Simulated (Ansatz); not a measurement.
**B2SiH4O: geometry relaxation**

System: B2SiH4O.
Method: RKS PBE-D4/def2-mTZVP (Ansatz 0.2.0).

It belongs to a series of runs on one base structure; here: end point A relaxed.

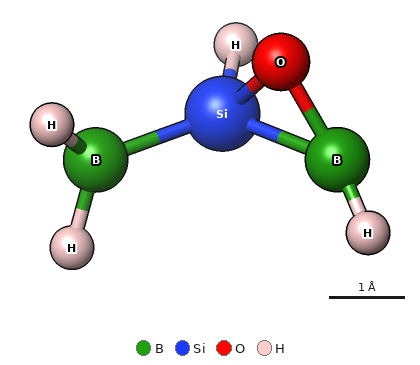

The structure as given in the input (ball-and-stick view, seen at a tilt).

### The input
```yaml
crystal:
  periodic: [false, false, false]
  atoms:
    - { symbol: B, position_ang: [-0.4808, 1.3879, -0.3592] }
    - { symbol: Si, position_ang: [0.7611, 0.0031, -0.1465] }
    - { symbol: B, position_ang: [0.0066, -1.7884, 0.3132] }
    - { symbol: O, position_ang: [0.5345, -0.7655, 1.2978] }
    - { symbol: H, position_ang: [-1.1828, 1.4289, -1.3709] }
    - { symbol: H, position_ang: [-1.0123, 1.9179, 0.598] }
    - { symbol: H, position_ang: [2.2364, 0.238, -0.2888] }
    - { symbol: H, position_ang: [-0.7705, -2.4791, -0.0994] }
basis:
  gaussian: { orbitals: def2-mTZVP }
hamiltonian:
  xc: pbe
  dispersion: d4
relax:
  f_tol: 0.015
  max_steps: 40
```

Hardware: 2 threads of Arm Neoverse V1, 24 GiB of memory available, shared host.

Launched with:
```bash
ansatz run input.yaml --threads 2 --pin off --max-ram 3072MiB --backend cpu --events-out ev --progress --plain --runs-dir out
```

### What the program printed
```
The last accepted step is kept in [file] (removed where the run ends without a failure and the disk answers)
Engine: ansatz 0.2.0, aarch64-unknown-linux-gnu
Functional definition: PBE
  parameter kappa = 0.804
  parameter beta = 0.06672455060314922
  exchange = pbe_x(kappa = kappa, mu = beta*pi^2/3)
  correlation = pbe_c(beta = beta)
890 factors; their error is unknown
mean field evaluation 1: about -11325.1367 eV, gradient 6.0e1 eV
mean field evaluation 2: about -11263.2524 eV, gradient 1.7e2 eV
mean field evaluation 4: about -11331.9703 eV, gradient 1.3e1 eV
mean field evaluation 8: about -11332.5260 eV, gradient 1.7e-1 eV
mean field evaluation 16: about -11332.4983 eV, gradient 1.2e-3 eV
mean field -11332.49827146 eV, -416.4616300329 hartree, gradient 3.9e-5 eV, S^2 0.000000; 0 other end points of the search recorded, 0 dependent functions left out
the calculation of the forces begins
reference -11332.49831995 eV, -416.4616318151 hartree; 18, 18 occupied and 78, 78 virtual orbitals, 890 factors
relax step   1: F+E_penalty+E_count = -11332.64289208 eV  Δ(F+E_penalty+E_count) = +0.000e0 eV  max|allowed force component| = 5.923e0 eV/Å  Δτ_max = 0.0000 Å  (29 SCF iters, accepted)
these checks for a lower state are left out or cut short: starts, cluster_reference, orbital_swaps, neighbouring_geometries, increment
890 factors; their error is unknown
mean field -11333.59631696 eV, -416.5019824609 hartree, gradient 1.9e-5 eV, S^2 0.000000; 0 other end points of the search recorded, 0 dependent functions left out
[... from here on the field's lines of each further geometry are left out, up to the last ...]
relax step   2: F+E_penalty+E_count = -11333.73959123 eV  Δ(F+E_penalty+E_count) = -1.097e0 eV  max|allowed force component| = 2.758e0 eV/Å  Δτ_max = 0.1946 Å  (37 SCF iters, accepted)
relax step   3: F+E_penalty+E_count = -11334.12328869 eV  Δ(F+E_penalty+E_count) = -3.837e-1 eV  max|allowed force component| = 1.348e0 eV/Å  Δτ_max = 0.1947 Å  (36 SCF iters, accepted)
relax step   4: F+E_penalty+E_count = -11334.24600239 eV  Δ(F+E_penalty+E_count) = -1.227e-1 eV  max|allowed force component| = 5.419e-1 eV/Å  Δτ_max = 0.1958 Å  (31 SCF iters, accepted)
relax step   5: F+E_penalty+E_count = -11334.33290920 eV  Δ(F+E_penalty+E_count) = -8.691e-2 eV  max|allowed force component| = 5.319e-1 eV/Å  Δτ_max = 0.1999 Å  (29 SCF iters, accepted)
relax step   6: F+E_penalty+E_count = -11334.37134460 eV  Δ(F+E_penalty+E_count) = -3.844e-2 eV  max|allowed force component| = 4.165e-1 eV/Å  Δτ_max = 0.1954 Å  (31 SCF iters, accepted)
relax step   7: F+E_penalty+E_count = -11334.37562749 eV  Δ(F+E_penalty+E_count) = -4.283e-3 eV  max|allowed force component| = 1.861e-1 eV/Å  Δτ_max = 0.1070 Å  (31 SCF iters, accepted)
relax step   8: F+E_penalty+E_count = -11334.39029940 eV  Δ(F+E_penalty+E_count) = -1.467e-2 eV  max|allowed force component| = 1.401e-1 eV/Å  Δτ_max = 0.0606 Å  (31 SCF iters, accepted)
relax step   9: F+E_penalty+E_count = -11334.39180346 eV  Δ(F+E_penalty+E_count) = -1.504e-3 eV  max|allowed force component| = 6.896e-2 eV/Å  Δτ_max = 0.0216 Å  (32 SCF iters, accepted)
relax step  10: F+E_penalty+E_count = -11334.39313405 eV  Δ(F+E_penalty+E_count) = -1.331e-3 eV  max|allowed force component| = 9.378e-2 eV/Å  Δτ_max = 0.0170 Å  (32 SCF iters, accepted)
relax step  11: F+E_penalty+E_count = -11334.39400698 eV  Δ(F+E_penalty+E_count) = -8.729e-4 eV  max|allowed force component| = 6.280e-2 eV/Å  Δτ_max = 0.0180 Å  (31 SCF iters, accepted)
relax step  12: F+E_penalty+E_count = -11334.39356875 eV  Δ(F+E_penalty+E_count) = +4.382e-4 eV  max|allowed force component| = 1.224e-1 eV/Å  Δτ_max = 0.0196 Å  (33 SCF iters, rejected (line search))
relax step  13: F+E_penalty+E_count = -11334.39446281 eV  Δ(F+E_penalty+E_count) = -4.558e-4 eV  max|allowed force component| = 1.310e-2 eV/Å  Δτ_max = 0.0095 Å  (32 SCF iters, accepted)
the calculation of the forces begins
reference -11334.25431550 eV, -416.5261634612 hartree; 18, 18 occupied and 78, 78 virtual orbitals, 890 factors
relax step  14: F+E_penalty+E_count = -11334.39470318 eV  Δ(F+E_penalty+E_count) = -2.404e-4 eV  max|allowed force component| = 7.690e-3 eV/Å  Δτ_max = 0.0235 Å  (31 SCF iters, accepted)
890 factors; their error is unknown
mean field evaluation 128: about -11334.2543 eV, gradient 2.4e-3 eV
```

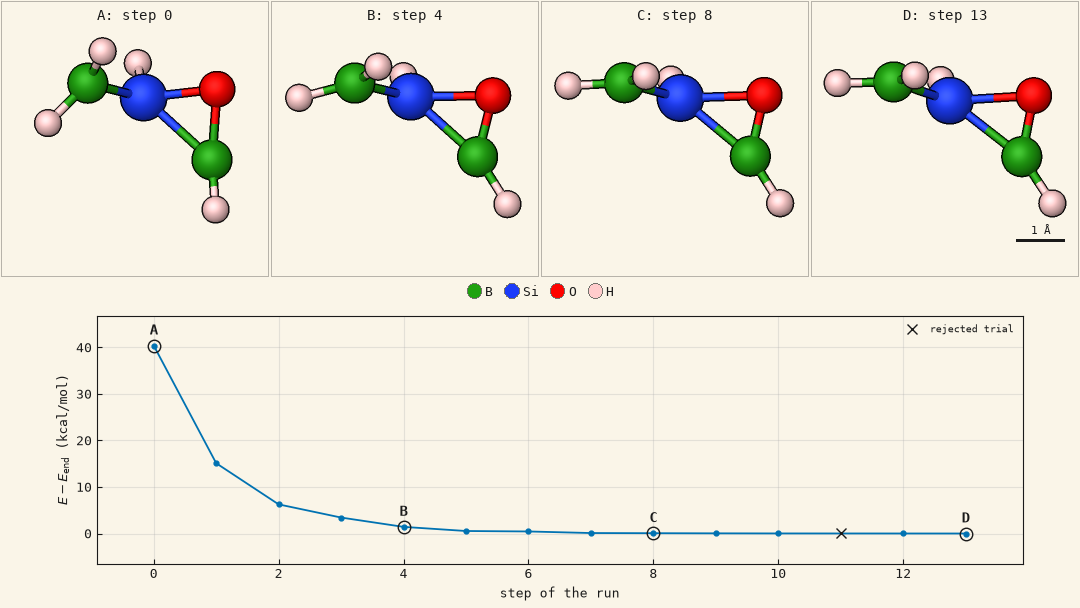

Frames of the relaxation (ball-and-stick view, seen at a tilt) above the curves, on which the letters mark them (the first geometry is step 0 here and step 1 in the log).

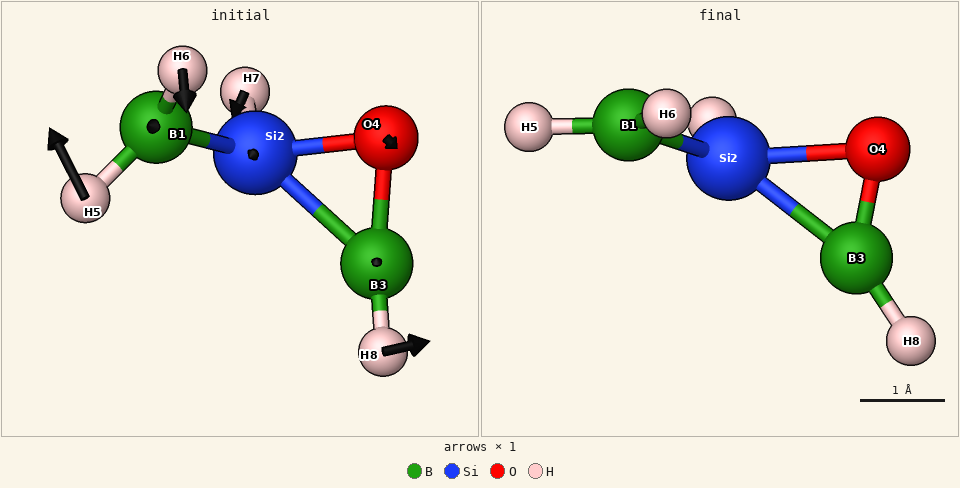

Before (left) and after (right) the relaxation, at one scale (ball-and-stick view, seen at a tilt). The black arrows give the displacements, at true length. After 13 geometry steps the energy has fallen by 40.4 kcal/mol. The largest force component goes from 5.9 to 0.0077 eV/Å. The line search rejected the trial step at point 11 (counted from 0) and went back. The largest move after the best rigid fit is that of H5, 1.00 Å. By element the largest moves are H 1.00 Å, O 0.20 Å, B 0.17 Å, Si 0.13 Å. Among the contacts that change: B3–O4 1.515 → 1.327 Å, Si2–O4 1.652 → 1.828 Å, B3–H8 1.119 → 1.195 Å, B1–Si2 1.872 → 1.945 Å. Among the angles that change: Si2–B3–H8 137.0° → 161.0°, O4–B3–H8 154.0° → 135.0°, Si2–B3–O4 54.0° → 64.0°. (Atoms are counted from 1 in the order of the input.)

```
mean field -11334.25426765 eV, -416.5261617027 hartree, gradient 2.6e-5 eV, S^2 0.000000; 1 other end points of the search recorded, 0 dependent functions left out
the calculation of the forces begins
reference -11334.25431550 eV, -416.5261634612 hartree; 18, 18 occupied and 78, 78 virtual orbitals, 890 factors
Total energy: -11334.39475103 eV, -416.5313243715 hartree
Atom 0 at    -0.603080     1.501379    -0.369249 Å, force     0.002878    -0.003446    -0.004621 eV/Å
Atom 1 at     0.656838     0.027184    -0.224768 Å, force    -0.006965    -0.001097     0.007690 eV/Å
Atom 2 at    -0.015850    -1.719537     0.383057 Å, force    -0.001802     0.006143    -0.007237 eV/Å
Atom 3 at     0.546777    -0.957443     1.311971 Å, force     0.000656     0.000672    -0.004248 eV/Å
Atom 4 at    -0.599374     2.220136    -1.330667 Å, force     0.003493    -0.003895     0.001952 eV/Å
Atom 5 at    -1.479366     1.607304     0.442994 Å, force    -0.005127     0.004423     0.004548 eV/Å
Atom 6 at     2.092119     0.072597    -0.636311 Å, force     0.003137    -0.001141    -0.001400 eV/Å
Atom 7 at    -0.505864    -2.808820     0.367173 Å, force     0.003729    -0.001659     0.003315 eV/Å
Dipole moment:     0.030284    -0.059231    -0.145873 e Å
```

### Trajectory as extended XYZ (Å, eV, eV/Å), 13 of the 14 frames kept, from step=1 to step=14
```
8
Properties=species:S:1:pos:R:3:forces:R:3 step=1 energy=-11332.64289
B    -0.4808    1.3879   -0.3592   -2.3674   0.9438  -0.5624
Si    0.7611    0.0031   -0.1465    2.0216  -0.3895  -1.9924
B     0.0066   -1.7884    0.3132    2.7433   5.9230   1.3996
O     0.5345   -0.7655    1.2978   -2.0869  -4.6940   1.0692
H    -1.1828    1.4289   -1.3709    0.6553   0.4246   0.2307
H    -1.0123    1.9179    0.5980    0.2625  -0.0907  -0.1161
H     2.2364    0.2380   -0.2888    0.0205  -0.0160  -0.3723
H    -0.7705   -2.4791   -0.0994   -1.2489  -2.1013   0.3436
8
Properties=species:S:1:pos:R:3:forces:R:3 step=2 energy=-11333.73959
B    -0.5708    1.3714   -0.3516   -0.7650   0.8966  -0.6245
Si    0.7952    0.0345   -0.1113    0.7089   0.0465  -1.2098
B    -0.0095   -1.7031    0.2491    0.7913   2.1783   1.0349
O     0.5239   -0.8776    1.3054   -1.3668  -2.7578  -0.1504
H    -1.1165    1.5711   -1.4401    0.4838   0.0234   0.5377
H    -1.0467    1.9342    0.6064   -0.1151  -0.2551  -0.0647
H     2.2666    0.2374   -0.3413   -0.1273  -0.0295  -0.1740
H    -0.7499   -2.6251    0.0277    0.3901  -0.1024   0.6508
8
Properties=species:S:1:pos:R:3:forces:R:3 step=3 energy=-11334.12329
B    -0.5539    1.4645   -0.3630   -0.4558  -0.1401   0.1766
Si    0.7949    0.0505   -0.1240    0.0898   0.6890  -0.6686
B    -0.0392   -1.6378    0.2278   -0.7474  -1.3481  -0.0611
O     0.4666   -0.9806    1.2778    0.1890  -0.0060   0.6851
H    -1.0218    1.6909   -1.4588    0.3637   0.2453   0.2134
H    -1.1515    1.8645    0.6210    0.0967  -0.1326  -0.3374
H     2.2578    0.2055   -0.4123   -0.0653  -0.1368   0.0022
H    -0.6605   -2.7146    0.1757    0.5293   0.8293  -0.0101
8
Properties=species:S:1:pos:R:3:forces:R:3 step=4 energy=-11334.24600
B    -0.6040    1.4372   -0.3564    0.0644   0.3596  -0.3170
Si    0.7640    0.0396   -0.1531   -0.1923   0.4295  -0.2211
B    -0.0451   -1.6616    0.2639   -0.0974  -0.5419   0.3176
O     0.5029   -0.9918    1.2926   -0.0127  -0.0888   0.0300
H    -0.9074    1.8493   -1.4715    0.2235  -0.1068   0.5187
H    -1.2271    1.8258    0.6048   -0.0634  -0.2422  -0.2091
H     2.2234    0.1722   -0.4585   -0.0705  -0.0802  -0.0775
H    -0.6144   -2.7278    0.2224    0.1484   0.2707  -0.0417
8
Properties=species:S:1:pos:R:3:forces:R:3 step=5 energy=-11334.33291
B    -0.5956    1.4670   -0.3634   -0.1363   0.2550  -0.3111
Si    0.7344    0.0611   -0.1670   -0.0238   0.1740  -0.1771
B    -0.0330   -1.6624    0.3065   -0.0669  -0.1396   0.4237
O     0.4911   -0.9420    1.3115    0.0039  -0.2746  -0.1672
H    -0.7930    2.0108   -1.4434    0.1354  -0.1430   0.5319
H    -1.3314    1.6710    0.5763    0.0309  -0.0607  -0.2684
H     2.1808    0.0798   -0.5456   -0.0289   0.0215  -0.0049
H    -0.5612   -2.7425    0.2692    0.0856   0.1674  -0.0269
8
Properties=species:S:1:pos:R:3:forces:R:3 step=6 energy=-11334.37134
B    -0.6075    1.4740   -0.3772   -0.1926   0.2906   0.0652
Si    0.7092    0.0639   -0.1788    0.0723   0.0268  -0.0616
B    -0.0494   -1.6639    0.3581    0.2340  -0.0018   0.2778
O     0.5797   -0.9713    1.3133   -0.2114  -0.0486  -0.2589
H    -0.6710    2.1541   -1.3907   -0.0034  -0.2800   0.4165
H    -1.4520    1.5692    0.4989    0.2230  -0.0037  -0.3960
H     2.1432    0.0597   -0.6070   -0.0706   0.0066  -0.0239
H    -0.5599   -2.7428    0.3277   -0.0513   0.0102  -0.0190
8
Properties=species:S:1:pos:R:3:forces:R:3 step=7 energy=-11334.37563
B    -0.6245    1.4737   -0.3323    0.1313   0.0339  -0.1003
Si    0.7012    0.0767   -0.1902   -0.0431  -0.1199   0.1536
B    -0.0333   -1.6664    0.3635    0.0488   0.0044   0.0694
O     0.5828   -0.9579    1.3023    0.0113  -0.0901   0.0086
H    -0.5823    2.1123   -1.3478   -0.1861   0.1322   0.0275
H    -1.5188    1.5853    0.4657    0.0964  -0.0030  -0.1186
H     2.1223    0.0580   -0.6515   -0.0342   0.0658  -0.0196
H    -0.5552   -2.7389    0.3345   -0.0243  -0.0233  -0.0206
8
Properties=species:S:1:pos:R:3:forces:R:3 step=9 energy=-11334.39180
B    -0.6076    1.4804   -0.3659    0.0269   0.0609   0.0690
Si    0.6939    0.0555   -0.1884   -0.0217  -0.0342  -0.0630
B    -0.0284   -1.6883    0.3700    0.0254  -0.0056   0.0512
O     0.5729   -0.9683    1.3121   -0.0227  -0.0041  -0.0183
H    -0.6268    2.1742   -1.3448   -0.0053  -0.0131  -0.0151
H    -1.4799    1.5839    0.4523   -0.0056  -0.0169  -0.0260
H     2.1184    0.0684   -0.6376   -0.0072   0.0020   0.0140
H    -0.5504   -2.7631    0.3466    0.0102   0.0111  -0.0118
8
Properties=species:S:1:pos:R:3:forces:R:3 step=10 energy=-11334.39313
B    -0.6000    1.4899   -0.3651   -0.0938   0.0189   0.0702
Si    0.6841    0.0483   -0.2002    0.0219  -0.0303  -0.0479
B    -0.0264   -1.6956    0.3736    0.0106  -0.0117   0.0290
O     0.5683   -0.9637    1.3093   -0.0218  -0.0142   0.0127
H    -0.6232    2.1881   -1.3399    0.0188   0.0122  -0.0179
H    -1.4822    1.5826    0.4471    0.0495   0.0008  -0.0382
H     2.1126    0.0678   -0.6351    0.0008   0.0024   0.0011
H    -0.5411   -2.7745    0.3545    0.0141   0.0218  -0.0090
8
Properties=species:S:1:pos:R:3:forces:R:3 step=11 energy=-11334.39401
B    -0.6004    1.4945   -0.3658   -0.0628   0.0060   0.0297
Si    0.6749    0.0408   -0.2103    0.0070  -0.0214  -0.0306
B    -0.0223   -1.7044    0.3771    0.0027   0.0058   0.0052
O     0.5604   -0.9597    1.3089   -0.0081  -0.0172   0.0293
H    -0.6149    2.2010   -1.3350    0.0164   0.0109  -0.0122
H    -1.4825    1.5891    0.4443    0.0299   0.0032  -0.0144
H     2.1061    0.0679   -0.6354    0.0050   0.0046  -0.0026
H    -0.5290   -2.7865    0.3603    0.0099   0.0081  -0.0045
8
Properties=species:S:1:pos:R:3:forces:R:3 step=12 energy=-11334.39357 accepted=F
B    -0.6014    1.4929   -0.3660   -0.0119  -0.0090   0.0174
Si    0.6707    0.0329   -0.2162   -0.0217   0.0414   0.0250
B    -0.0213   -1.7069    0.3762   -0.0380  -0.1224  -0.0144
O     0.5626   -0.9680    1.3094    0.0113   0.0722   0.0238
H    -0.6148    2.1915   -1.3407    0.0083   0.0223  -0.0173
H    -1.4744    1.6026    0.4492   -0.0068   0.0022   0.0054
H     2.1025    0.0855   -0.6275    0.0456  -0.0202  -0.0275
H    -0.5316   -2.7878    0.3598    0.0132   0.0135  -0.0125
8
Properties=species:S:1:pos:R:3:forces:R:3 step=13 energy=-11334.39446
B    -0.6027    1.4959   -0.3664   -0.0060   0.0005   0.0006
Si    0.6693    0.0356   -0.2157   -0.0131  -0.0047  -0.0041
B    -0.0197   -1.7092    0.3790   -0.0022  -0.0029   0.0006
O     0.5558   -0.9597    1.3108    0.0004   0.0008   0.0085
H    -0.6092    2.2054   -1.3343    0.0055   0.0040  -0.0021
H    -1.4810    1.5965    0.4448    0.0029   0.0029   0.0012
H     2.1019    0.0709   -0.6357    0.0066   0.0016  -0.0027
H    -0.5222   -2.7928    0.3617    0.0059  -0.0023  -0.0022
8
Properties=species:S:1:pos:R:3:forces:R:3 step=14 energy=-11334.39470
B    -0.6031    1.5014   -0.3692    0.0029  -0.0034  -0.0046
Si    0.6568    0.0272   -0.2248   -0.0070  -0.0011   0.0077
B    -0.0158   -1.7195    0.3831   -0.0018   0.0061  -0.0072
O     0.5468   -0.9574    1.3120    0.0007   0.0007  -0.0042
H    -0.5994    2.2201   -1.3307    0.0035  -0.0039   0.0020
H    -1.4794    1.6073    0.4430   -0.0051   0.0044   0.0045
H     2.0921    0.0726   -0.6363    0.0031  -0.0011  -0.0014
H    -0.5059   -2.8088    0.3672    0.0037  -0.0017   0.0033
```

### Summary

- outcome: converged
- total energy: −11334.3948 eV
- mean-field energy: −11334.2543 eV
- largest force (length of the vector) at the end: 0.010 eV/Å
- wall time: 22 s (CPU time 42 s)
- peak memory: 0.16 GiB
